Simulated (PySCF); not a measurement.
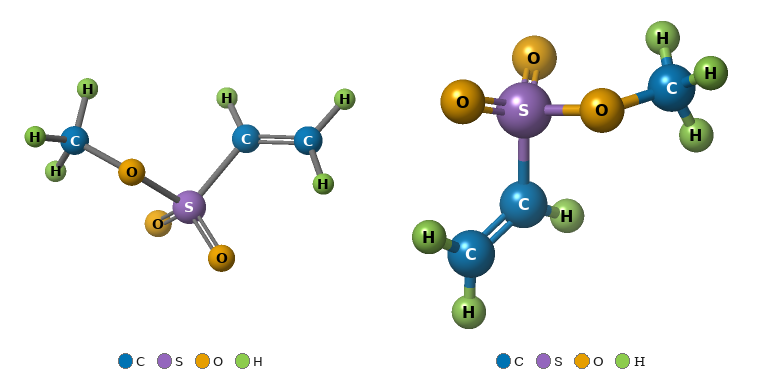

Both panels show the same species.

The computed structure is the end point of a PBE0-D3(BJ)/def2-SVP optimisation. No frequency run is at hand to confirm it as a minimum.

**Count the atoms of each element.**

C3H6O3S, 13 atoms: 3 carbon, 6 hydrogen, 3 oxygen and 1 sulfur.

**Name functional groups in it.**

Among them: alkene.

**What is the point group of this geometry?**

C1.

**Give a SMILES string for it.**

C=CS(=O)(=O)OC

More results for the same structure follow; atom numbers are the same in all pictures, views and colours differ.

### Quadrupole coupling

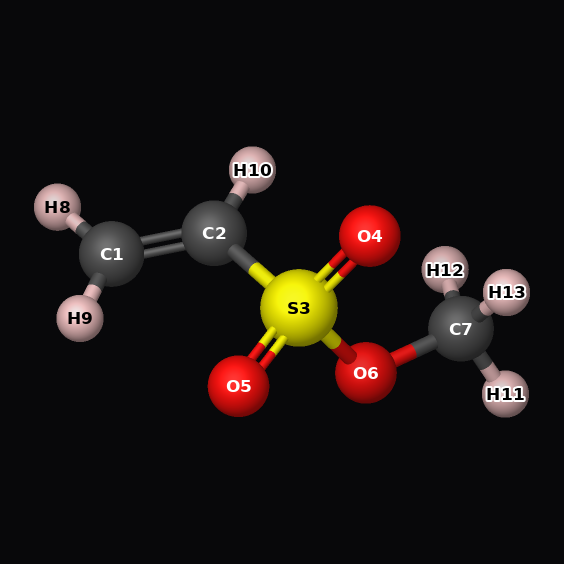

No frequency run is at hand to confirm it as a minimum. Electric field gradients from the ground-state density, PBE0/cc-pVDZ (PySCF 2.14.0), non-relativistic apart from any core potentials.

Give the largest field-gradient component, the quadrupole coupling constant and the asymmetry for 33S at S3 (Q = −67.81 mb), 17O at O4 (Q = −25.6 mb), 17O at O5 (Q = −25.6 mb), 17O at O6 (Q = −25.6 mb), 2H at H8 (Q = 2.86 mb), 2H at H9 (Q = 2.86 mb), 2H at H10 (Q = 2.86 mb), 2H at H11 (Q = 2.86 mb).

```tsv
atom	V_zz (a.u.)	e²qQ/h (MHz)	η
S3	0.699	−11.14	0.27
O4	1.391	−8.37	0.13
O5	1.417	−8.53	0.07
O6	1.758	−10.57	0.82
H8	0.309	0.208	0.03
H9	0.301	0.202	0.03
H10	0.308	0.207	0.08
H11	0.298	0.200	0.07
```

### Electronic properties

No frequency run is at hand to confirm it as a minimum. Level of theory: PBE0/cc-pVDZ, gas phase (PySCF 2.14.0).

Predict the main results.

- dipole moment: 4.02 D
- HOMO energy (Kohn–Sham orbital): −8.44 eV
- LUMO energy (Kohn–Sham orbital): −1.12 eV
- HOMO–LUMO gap: 7.32 eV

### NMR shielding

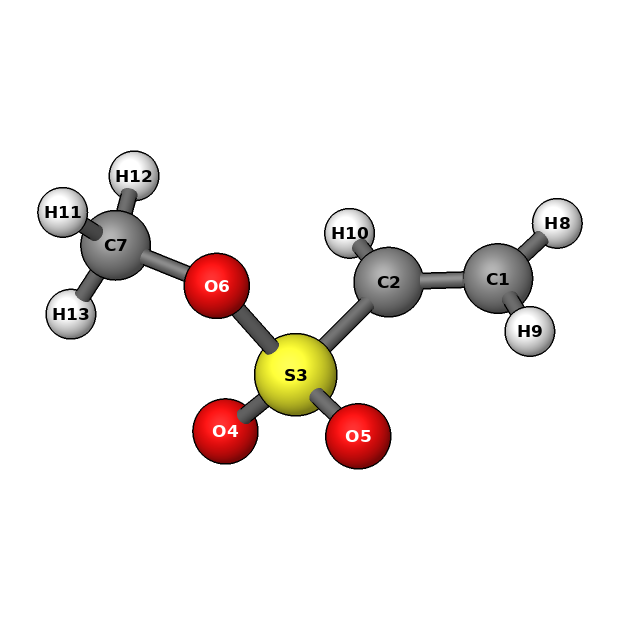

No frequency run is at hand to confirm it as a minimum. Level of theory: GIAO PBE0/def2-SVP NMR shielding, non-relativistic, gas phase (PySCF 2.14.0). Principal shieldings σ11 ≤ σ22 ≤ σ33, span Ω = σ33 − σ11, skew κ = 3(σiso − σ22)/Ω.

Give the shielding tensors of the S atoms.

| atom | σ11 | σ22 | σ33 | σiso | Ω | κ |
| --- | --- | --- | --- | --- | --- | --- |
| S3 | 110.9 | 232.8 | 432.1 | 258.6 | 321.2 | 0.24 |

Shieldings and span in ppm.
